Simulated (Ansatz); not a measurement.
# Simulated XPS, UPS and emission spectra of KCdCO3F, part 2 of 2

Wanted: projected DOS of KCdCO3F, weighted into photoemission and X-ray emission spectra, at several levels of theory. Spin–orbit coupling is left out of the bands throughout.

Ansatz 0.2.0; DFT, PBEsol, plane-wave PAW, default files, scalar-relativistic (the session's first sound run).

So far: Set-up; Self-consistent run, DOS and bands.

## 2. Self-consistent run, DOS and bands (continued)

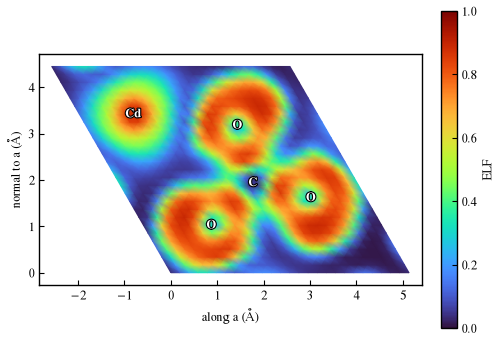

ELF in the ab plane at fractional z = 0.250, with atoms of Cd and O and C within 0.2 Å of it. It is the smooth field of the valence electrons, not physical close to the nuclei. The map starts off the cell's origin, so that atoms lie inside it.

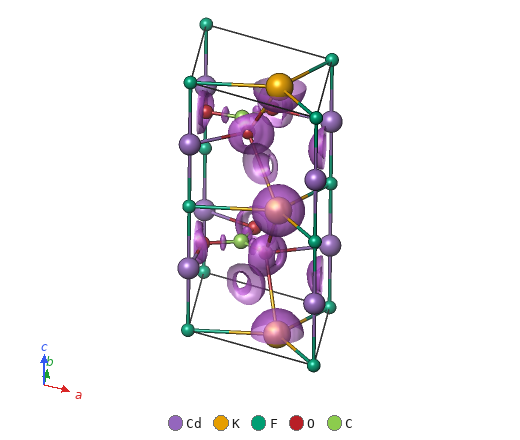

Surface of ELF = 0.83.

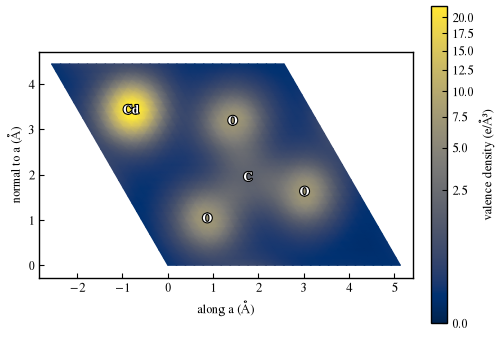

Valence density in the ab plane at fractional z = 0.250, with atoms of Cd and O and C within 0.2 Å of it. It is the smooth field of the valence electrons, not physical close to the nuclei. The map starts off the cell's origin, so that atoms lie inside it. The colour scale is stretched toward low values.

Recipe: projected DOS times atomic cross section and asymmetry factor (linear light, 0° from the polarisation), occupied states only, Fermi edge at 300 K, a Lorentzian width of 0.05 eV growing by 0.03 eV per eV of binding energy, and a resolution of 0.6 eV. Curves are cut 10 eV under the photon energy, above any shell that the free atom's threshold puts out of reach, or at the lower edge of the window: 10.1 eV at 21.2 eV, 26.5 eV at 40.8 eV, 28.4 eV at 1486.7 eV and 28.4 eV at 8047.8 eV. A star in tables and legends marks shells that hold the states left over by the projection (0.7 % of the filled ones), a stand-in for orbitals that the files don't project on. Matrix elements of the solid and inelastic losses aren't modelled, nor non-dipole terms, which matter above 3 keV.

Share of each shell in the spectrum's area (%), by photon energy:

```
shell  21.2 eV  40.8 eV  1486.7 eV  8047.8 eV
Cd 5s      0.0      0.0        0.5        3.5
Cd 4d      8.1     33.6       55.6       30.7
 K 3s      0.0      0.0        9.3       29.4
 K 3p      0.0      1.3       10.3        5.0
 F 2s      0.0      1.0        7.7       11.6
 F 2p     15.5     14.9        1.1        0.2
 O 2s      0.0      4.4       13.3       18.1
 O 2p     67.6     39.9        1.3        0.2
 C 2p      8.4      3.8        0.0        0.0
```

At this level the gap is 3.11 eV on the path.

## 3. With LDA

This step: DFT, LDA, plane-wave PAW, default files, scalar-relativistic (Ansatz 0.2.0).

The run is repeated with LDA on the same cell, to see how much the levels hang on the functional.

Contents of input.yaml:

```yaml
crystal:
  lattice:
    - [5.1349, 0.0, 0.0]
    - [-2.56745, 4.4469538459, 0.0]
    - [0.0, 0.0, 8.846]
  atoms:
    - { symbol: Cd, position: [0.0, 0.0, 0.75] }
    - { symbol: Cd, position: [0.0, 0.0, 0.25] }
    - { symbol: K, position: [0.6666666667, 0.3333333333, 0.0] }
    - { symbol: K, position: [0.6666666667, 0.3333333333, 0.5] }
    - { symbol: F, position: [0.0, 0.0, 0.0] }
    - { symbol: F, position: [0.0, 0.0, 0.5] }
    - { symbol: O, position: [0.5391000001, 0.9453, 0.75] }
    - { symbol: O, position: [0.4062, 0.4608999999, 0.75] }
    - { symbol: O, position: [0.0547, 0.5938, 0.75] }
    - { symbol: O, position: [0.0547, 0.4608999999, 0.25] }
    - { symbol: O, position: [0.5391000001, 0.5938, 0.25] }
    - { symbol: O, position: [0.4062, 0.9453, 0.25] }
    - { symbol: C, position: [0.3333333333, 0.6666666667, 0.75] }
    - { symbol: C, position: [0.3333333333, 0.6666666667, 0.25] }
kpoints:
  mp_grid: { grid: [6, 6, 4] }
  band_path:
    path:
      - [[0.0, 0.0, 0.0], [0.5, 0.0, 0.0], [0.333333, 0.333333, 0.0], [0.0, 0.0, 0.0], [0.0, 0.0, 0.5], [0.5, 0.0, 0.5], [0.333333, 0.333333, 0.5], [0.0, 0.0, 0.5]]
      - [[0.5, 0.0, 0.5], [0.5, 0.0, 0.0]]
      - [[0.333333, 0.333333, 0.5], [0.333333, 0.333333, 0.0]]
    npoints: 6
scf:
  occupations: { method: fermi_dirac, width: 0.02 }
  n_extra_bands: 32
hamiltonian:
  xc: lda
  pseudopotentials: { kind: paw }
output:
  forces: true
  stress: true
  dos:
    projected: true
    de: 0.05
    e_range: [-30, 12]
    nscf_kmesh: { grid: [12, 12, 6] }
  fatbands: true
```

Run with:

```
$ ansatz run input.yaml --threads 2 --pin off --max-ram 6144MiB --backend cpu --events-out ev --progress --plain --runs-dir out
```

Numbers of over 12 decimals in the logs are rounded to 6 here.

The program printed:

```text
[...]
Crystal: 14 atoms, lattice volume = 201.995 Å³
Basis set: ecut = 420 eV, 3911 PW (Γ)
Bands: 90, of which v1, the nominal top of the filled ones, is band 58 counted from 1 (57 counted from 0)
Symmetry: 12 space group operations
[...]
k-points: 21 of 144 (time reversal used)
[...]
SCF iter   1: F=—  HF=-24637.662459 eV  |F-HF|=—  |Δ(HF+E_count)|=         —  Δρ=1.62e-2  dr2=4.21e-1  ethr=1.77e-3  ⟨swp⟩=6.0  Hψ=7972  notcnv=0  defer=196
[...]
SCF iter   8: F=-24637.538049 eV  HF=-24637.538049 eV  |F-HF|=4.57e-9  |Δ(HF+E_count)|=   1.93e-7  Δρ=2.61e-6  dr2=1.59e-8  ethr=8.62e-11  ⟨swp⟩=12.6  Hψ=10657  notcnv=0
SCF 1 converged in 8 iterations: F = -24637.538049 eV  dr2 = 1.59e-8
[...]
NSCF: frozen V_eff on 57 k-points
[...]
SCF converged after 8 iterations
Free energy (F): -24637.538049 eV
[...]
Internal energy: -24637.538049 eV  (E = F + TS)
E sigma→0 (E₀):  -24637.538049 eV
Fermi energy:    5.878594 eV
[...]
--- Forces (eV/Å), atoms counted from 1 ---
  atom   1  Cd    -0.00000000    -0.00000000    -0.00000000
  atom   2  Cd     0.00000000    -0.00000000    -0.00000000
  atom   3  K      0.00000000     0.00000000     0.00000000
  atom   4  K     -0.00000000     0.00000000     0.00000000
  atom   5  F      0.00000000    -0.00000000    -0.00000000
  atom   6  F      0.00000000    -0.00000000    -0.00000000
  atom   7  O      0.14151200    -0.01591414     0.00000000
  atom   8  O     -0.08453805    -0.11459591    -0.00000000
  atom   9  O     -0.05697395     0.13051006     0.00000000
  atom  10  O      0.08453805    -0.11459591    -0.00000000
  atom  11  O      0.05697395     0.13051006     0.00000000
  atom  12  O     -0.14151200    -0.01591414     0.00000000
  atom  13  C      0.00000000    -0.00000000    -0.00000000
  atom  14  C     -0.00000000    -0.00000000    -0.00000000
  max |Σ_I F_I| component: 1.90e-16 eV/Å
--- Stress (GPa, compression-positive) ---
       -3.528395       0.000000      -0.000000
        0.000000      -3.528395      -0.000000
       -0.000000      -0.000000      -2.790831
  P = ⅓ Tr σ = -3.2825 GPa (-32.825 kbar)
--- Band table (eV; the first three rows and the last of 21) ---
  k-point 0: bands = [... 54 lower, 3.0681, 3.0681, 3.5951, 4.3538, 7.3360, 9.4936, 9.5235, 10.2684, ... 28 higher]
  k-point 1: bands = [... 54 lower, 3.0622, 3.0622, 3.7152, 4.2552, 7.5156, 8.7950, 9.8647, 10.2052, ... 28 higher]
  k-point 2: bands = [... 54 lower, 3.0464, 3.0464, 3.9970, 3.9970, 8.0360, 8.0360, 10.0559, 10.0559, ... 28 higher]
  k-point 20: bands = [... 54 lower, 3.1009, 3.1009, 4.2496, 4.2496, 9.8239, 9.8239, 10.3096, 10.3096, ... 28 higher]
```

Wall time 2.4 min (2 threads of Arm Neoverse V2, shared host); peak memory 0.98 GiB; 4.7 min of CPU time.

Numbers from this step:

```
free energy                                    : -24637.5380 eV
Fermi energy                                   : 5.879 eV
pressure                                       : -3.283 GPa
gap on the k-mesh                              : 2.979 eV
share of occupied states in no projected shell : 0.0074 of the occupied states in the window
gap on the path                                : 2.978 eV
least direct gap on the path                   : 2.982 eV
valence top on path                            : 3.00e-4 eV
```

The electronic bands at the labelled points (eV, zero at the valence-band maximum; v1 is the highest filled band, c1 the lowest empty one):

```csv
point,v4,v3,v2,v1,c1,c2,c3,c4
Γ,-1.29,-1.29,-0.76,0.00,2.98,5.14,5.17,5.91
M,-1.25,-0.79,-0.04,-0.02,4.73,5.96,5.99,6.10
K,-1.25,-0.74,-0.12,-0.10,5.00,5.94,6.11,6.13
Γ,-1.29,-1.29,-0.76,0.00,2.98,5.14,5.17,5.91
A,-1.31,-1.31,-0.36,-0.36,3.68,3.68,5.70,5.70
L,-1.26,-1.26,-0.03,-0.03,5.23,5.23,5.93,5.93
H,-1.26,-1.26,-0.11,-0.11,5.47,5.47,5.95,5.95
A,-1.31,-1.31,-0.36,-0.36,3.68,3.68,5.70,5.70
jump to L,-1.26,-1.26,-0.03,-0.03,5.23,5.23,5.93,5.93
M,-1.25,-0.79,-0.04,-0.02,4.73,5.96,5.99,6.10
jump to H,-1.26,-1.26,-0.11,-0.11,5.47,5.47,5.95,5.95
K,-1.25,-0.74,-0.12,-0.10,5.00,5.94,6.11,6.13
```

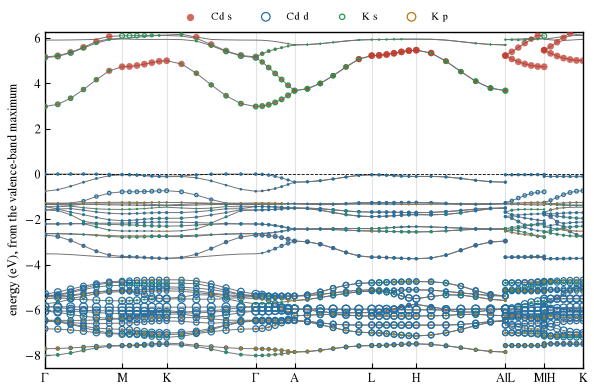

Electronic bands along the path; dots are coloured as in the legend, and their area grows with the weight.

The DOS has structure finer than the step of the table below, so its rows give means over 2.5 eV, whole bins alone (the curve runs from -28.4 to 13.5 eV). Peaks (eV: height): total -27.14: 40, -18.34: 75.3, -10.94: 104, -1.34: 50.2; O 2p -5.24: 8.87, -1.54: 16.3, -1.34: 46.6, -0.04: 15.5; Cd 4d -6.64: 7.61, -6.04: 20.1, -5.24: 9.63, -4.84: 6.48; K 3p -10.94: 101; F 2p -3.64: 5.77, -2.64: 11.8, -2.24: 13.8, -1.74: 2.90.

* holds the states left over by the projection beside any projected weight of its own, shared among the starred shells. Table of DOS by E, zero at the valence-band maximum; means over each step; 7 of 14 lines; values in states/eV/cell:

```
E (eV)  total     O 2p    Cd 4d     K 3p     F 2p     C 2p     O 2s
 -25.0      0        0        0        0        0        0        0
 -22.5   1.60    0.185  0.00327   6.0e-4   4.9e-5   6.8e-5    0.864
 -20.0   1.60  0.00116   0.0135  0.00101   5.3e-5   7.7e-4  0.00478
 -17.5   3.20   0.0961   0.0127  0.00324   1.0e-4    0.918     2.13
 -15.0      0        0        0        0        0        0        0
 -12.5      0        0        0        0        0        0        0
 -10.0   4.80   0.0785  0.00456     4.68   0.0103  0.00668  0.00346
  -7.5   5.90     1.99     2.53        0    0.218    0.272    0.531
  -5.0   8.60     2.14     4.75        0    0.306    0.790    0.386
  -2.5   10.2     5.27    0.492        0     3.83   0.0366    0.104
   0.0   2.55     2.07    0.172        0    0.248  0.00135  0.00344
   2.5  0.123   0.0135   1.0e-4        0  0.00173   4.1e-4   0.0167
   5.0   3.13    0.800  0.00355        0   0.0789    0.783   0.0899
   7.5   3.60    0.131  0.00193        0   0.0455   0.0885   0.0618
  10.0   8.60    0.189  0.00244        0   0.0284    0.204    0.102
```

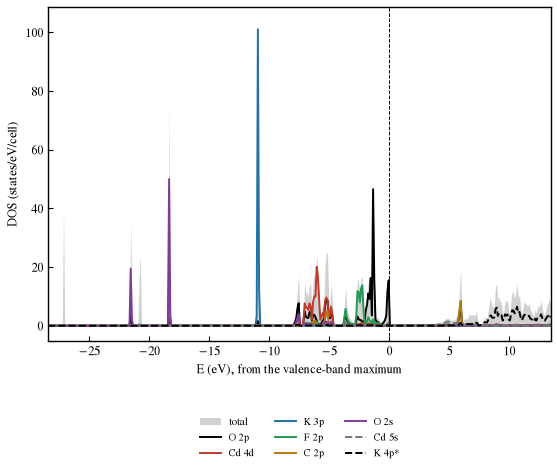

DOS against E.

The two runs compared:

| quantity | this run | base run | difference |
| --- | --- | --- | --- |
| gap on the path (eV) | 2.9784 | 3.1089 | -0.131 |
| least direct gap on the path (eV) | 2.9822 | 3.1118 | -0.130 |
| gap on the k-mesh (eV) | 2.9787 | 3.1089 | -0.130 |

One result that differs is the gap on the path, 2.98 eV against 3.11 eV.

At this level the gap is 2.98 eV on the path.

## 4. With r²SCAN

This step: DFT, r2SCAN, plane-wave PAW, default files, scalar-relativistic (Ansatz 0.2.0).

The run is repeated with r²SCAN on the same cell, to see how much the levels hang on the functional.

Changes to input.yaml since step 3:

```diff
@@ -32,3 +32,3 @@
 hamiltonian:
-  xc: lda
+  xc: r2scan
   pseudopotentials: { kind: paw }
```

The program printed:

```text
[...]
Crystal: 14 atoms, lattice volume = 201.995 Å³
Basis set: ecut = 500 eV, 5169 PW (Γ), exchange–correlation on 160×160×288 points (64 copies of the dense FFT grid, shifted against one another)
Bands: 90, of which v1, the nominal top of the filled ones, is band 58 counted from 1 (57 counted from 0)
Symmetry: 12 space group operations
[...]
k-points: 21 of 144 (time reversal used)
[...]
SCF iter   1: F=—  HF=-25161.160208 eV  |F-HF|=—  |Δ(HF+E_count)|=         —  Δρ=8.99e-3  dr2=1.23e-1  dr2_τ=1.09e0  ethr=1.77e-3  ⟨swp⟩=6.0  Hψ=8093  notcnv=0  defer=230
[...]
SCF iter   8: F=-25161.364963 eV  HF=-25161.364963 eV  |F-HF|=1.73e-8  |Δ(HF+E_count)|=   2.09e-7  Δρ=3.16e-6  dr2=2.47e-8  dr2_τ=1.78e-9  ethr=8.62e-11  ⟨swp⟩=13.2  Hψ=11284  notcnv=0
SCF 1 converged in 8 iterations: F = -25161.364963 eV  dr2 = 2.47e-8
[...]
SCF converged after 8 iterations
Free energy (F): -25161.364963 eV
[...]
Internal energy: -25161.364963 eV  (E = F + TS)
E sigma→0 (E₀):  -25161.364963 eV
Fermi energy:    6.242999 eV
[...]
--- Forces (eV/Å), atoms counted from 1 ---
  atom   1  Cd    -0.00000000    -0.00000000    -0.00000000
  atom   2  Cd     0.00000000    -0.00000000    -0.00000000
  atom   3  K      0.00000000     0.00000000     0.00000000
  atom   4  K      0.00000000     0.00000000     0.00000000
  atom   5  F      0.00000000    -0.00000000    -0.00000000
  atom   6  F      0.00000000    -0.00000000    -0.00000000
  atom   7  O     -0.07388997     0.08658109     0.00000000
  atom   8  O      0.11192641     0.02070005    -0.00000000
  atom   9  O     -0.03803644    -0.10728114    -0.00000000
  atom  10  O     -0.11192641     0.02070005    -0.00000000
  atom  11  O      0.03803644    -0.10728114     0.00000000
  atom  12  O      0.07388997     0.08658109     0.00000000
  atom  13  C      0.00000000    -0.00000000    -0.00000000
  atom  14  C     -0.00000000    -0.00000000    -0.00000000
  max |Σ_I F_I| component: 7.63e-17 eV/Å
--- Stress (GPa, compression-positive) ---
        0.616881       0.000000      -0.000000
       -0.000000       0.616881      -0.000000
       -0.000000      -0.000000       0.738047
  P = ⅓ Tr σ = 0.6573 GPa (6.573 kbar)
--- Band table (eV; the first three rows and the last of 21) ---
  k-point 0: bands = [... 54 lower, 3.0382, 3.0382, 3.6591, 4.3186, 8.0973, 10.3452, 10.3696, 11.0468, ... 28 higher]
  k-point 1: bands = [... 54 lower, 3.0326, 3.0326, 3.7593, 4.2284, 8.2900, 9.6344, 10.6599, 10.9788, ... 28 higher]
  k-point 2: bands = [... 54 lower, 3.0165, 3.0165, 3.9993, 3.9993, 8.8409, 8.8409, 10.8286, 10.8286, ... 28 higher]
  k-point 20: bands = [... 54 lower, 3.0564, 3.0564, 4.2260, 4.2260, 10.6920, 10.6920, 11.0335, 11.0335, ... 28 higher]
```

It took 4 min on 2 threads; peak memory 1.5 GiB.

Numbers from this step:

| Item | Value |
| --- | --- |
| free energy | -25161.3650 eV |
| Fermi energy | 6.243 eV |
| pressure | 0.6573 GPa |
| gap on the k-mesh | 3.775 eV |
| share of occupied states in no projected shell | 0.007 of the occupied states in the window |
| gap on the path | 3.775 eV |
| least direct gap on the path | 3.779 eV |
| valence top on path | 4.00e-4 eV |

Electronic bands along the path, in eV, zero at the valence-band maximum; v1 is the highest filled band, c1 the lowest empty one:

```
    point     v4     v3     v2     v1    c1    c2
        Γ  -1.28  -1.28  -0.66   0.00  3.77  6.02
        M  -1.25  -0.83  -0.03  -0.01  5.60  6.76
        K  -1.25  -0.78  -0.11  -0.09  5.88  6.74
        Γ  -1.28  -1.28  -0.66   0.00  3.77  6.02
        A  -1.30  -1.30  -0.32  -0.32  4.52  4.52
        L  -1.27  -1.27  -0.03  -0.03  6.11  6.11
        H  -1.26  -1.26  -0.10  -0.10  6.37  6.37
        A  -1.30  -1.30  -0.32  -0.32  4.52  4.52
jump to L  -1.27  -1.27  -0.03  -0.03  6.11  6.11
        M  -1.25  -0.83  -0.03  -0.01  5.60  6.76
jump to H  -1.26  -1.26  -0.10  -0.10  6.37  6.37
        K  -1.25  -0.78  -0.11  -0.09  5.88  6.74
```

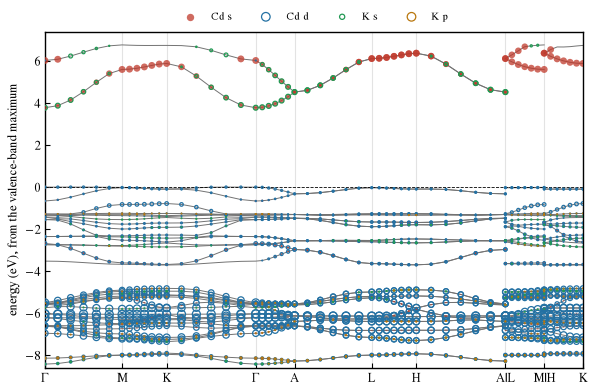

Electronic bands along the path; dots are coloured as in the legend, and their area grows with the weight.

The two runs compared:

```
                         quantity  this run  base run  difference
             gap on the path (eV)    3.7751    3.1089       0.666
least direct gap on the path (eV)    3.7787    3.1118       0.667
           gap on the k-mesh (eV)    3.7755    3.1089       0.667
```

The two runs differ clearly in the gap on the k-mesh: 3.78 eV against 3.11 eV.

At this level the gap is 3.78 eV on the path.

## 5. Another try

In this try the input is made faulty on purpose, to show what that does.

This step: DFT, PBEsol, plane-wave PAW, default files, scalar-relativistic; changed: kpoints.mp_grid.kspacing = 0.3, scf.max_iter = 80 (Ansatz 0.2.0).

Changes to input.yaml since step 4:

```diff
@@ -21,9 +21,3 @@
 kpoints:
-  mp_grid: { grid: [6, 6, 4] }
-  band_path:
-    path:
-      - [[0.0, 0.0, 0.0], [0.5, 0.0, 0.0], [0.333333, 0.333333, 0.0], [0.0, 0.0, 0.0], [0.0, 0.0, 0.5], [0.5, 0.0, 0.5], [0.333333, 0.333333, 0.5], [0.0, 0.0, 0.5]]
-      - [[0.5, 0.0, 0.5], [0.5, 0.0, 0.0]]
-      - [[0.333333, 0.333333, 0.5], [0.333333, 0.333333, 0.0]]
-    npoints: 6
+  mp_grid: { grid: [6, 6, 4], kspacing: 0.3 }
 scf:
@@ -31,4 +25,5 @@
   n_extra_bands: 32
+  max_iter: 80
 hamiltonian:
-  xc: r2scan
+  xc: pbesol
   pseudopotentials: { kind: paw }
@@ -42,2 +37 @@
     nscf_kmesh: { grid: [12, 12, 6] }
-  fatbands: true
```

The program printed:

```text
Error: invalid value for `kpoints.mp_grid.kspacing`: mutually exclusive with `grid` — set one or the other
```

Elapsed: 0.13 s, on 2 threads; peak memory 0.087 GiB.

The input was rejected at the start.

The program's message: “Error: invalid value for `kpoints.mp_grid.kspacing`: mutually exclusive with `grid` — set one or the other”

The change that led to it: kpoints.mp_grid.kspacing = 0.3.

## 6. Summary of results

* least gap on the mesh and the path: 3.11 eV
* strongest listed peak within 13 eV of the zero, at 1486.7 eV: 6.1 eV binding, mostly Cd 4d
* strongest listed peak within 13 eV of the zero, at 21.2 eV: 1.5 eV binding, mostly O 2p
* Cd 4d centre of the filled part: -5.77 eV (10.0 states an atom)
* PBEsol (2.5 min on 2 threads): gap 3.11 eV, highest Al Kα peak within 13 eV at 6.1 eV (Cd 4d)
* LDA (2.4 min on 2 threads): gap 2.98 eV, highest Al Kα peak within 13 eV at 6.0 eV (Cd 4d)
* r²SCAN (4 min on 2 threads): gap 3.78 eV, highest Al Kα peak within 13 eV at 6.2 eV (Cd 4d)

KCdCO3F is an insulator or semiconductor at the base level (gap 3.11 eV), and its valence spectrum changes with photon energy as the shells' cross sections do. At 21.2 eV the valence spectrum has its highest listed peaks within 9.65 eV at 0.2 eV (O 2p), 1.5 eV (O 2p), 5.2 eV (O 2p) and 6.4 eV (mixed, O 2p leading). At 1486.7 eV the valence spectrum has its highest listed peaks within 13 eV at 6.1 eV (Cd 4d) and 11.1 eV (K 3p). The shell named is the one with most of the intensity, cross sections included, not always the one with most states there. In the main run, from 1486.7 eV towards hard X-rays the K 3s share grows by 20 points, as its cross section falls more slowly with photon energy than those of the shells it gains on. With LDA, the gap on the path moves from 3.11 to 2.98 eV. With r²SCAN, the gap on the path moves from 3.11 to 3.78 eV. At 21.2 eV the area is led by O 2p (68 %), at 8047.8 eV by Cd 4d (31 %). Kohn–Sham levels aren't quasiparticle energies, so peak positions are approximate. Semilocal functionals underbind filled localised shells, so the Cd 4d peak should lie deeper in a measurement, and spin–orbit coupling splits d and f lines of heavy atoms. Each run has its own recipe for the spectra (widths, photon energies, in some runs the light), so peak heights and places can differ between runs for that reason too. Semilocal Kohn–Sham gaps are too small as a rule. Spin–orbit coupling is left out, which matters for the heavy atoms here.

[Logs are printed without paths, hosts, clocks, repeated set-up lines and the standing remarks that a program may print on its own settings, such as how far it seeks lower states.]

[Hosts, paths, dates, database ids (printed as entryN), source tags and the programs' standing remarks are cut or masked in the printed files.]

[Maps of the electrostatic potential energy from Ansatz leave out the sawtooth potential of an applied field or a dipole correction, so their vacuum need not be flat; work functions include it.]

[Peak lists hold at most the 14 tallest peaks of each spectrum; further lines can be left out.]
